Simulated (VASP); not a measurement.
Data:

```
CELL_PARAMETERS angstrom
      2.70147     0.00000     0.00000
      0.00000     2.70147     0.00000
      0.00000     0.00000     2.70147
ATOMIC_POSITIONS crystal
  Ga 0.00000 0.00000 0.00000
  N  0.50000 0.50000 0.50000
```

The numbers are results of r2SCAN meta-GGA, VASP's PBE PAW potentials (set 64) (plane waves; VASP 6.6.1), not measurements. Run with 520 eV cut-off, 15×15×15 Γ-centred mesh, tetrahedra with Blöchl corrections, potentials Ga_d N.

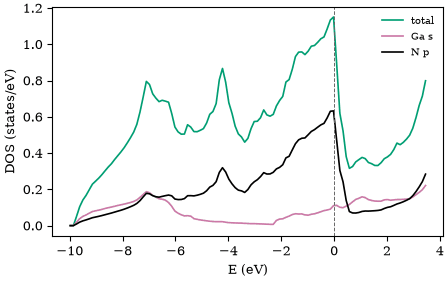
Fig. 1. Total and projected density of states, zero at the Fermi level

Within 2 eV below the Fermi level the largest weight inside VASP's projection spheres is N p.

It has no gap at this level: it comes out as a metal or semimetal.

The structure was generated: GaN was put into the CsCl type (Pm-3m), which need not be its known phase. It was relaxed first, which changed the volume by +23 %.
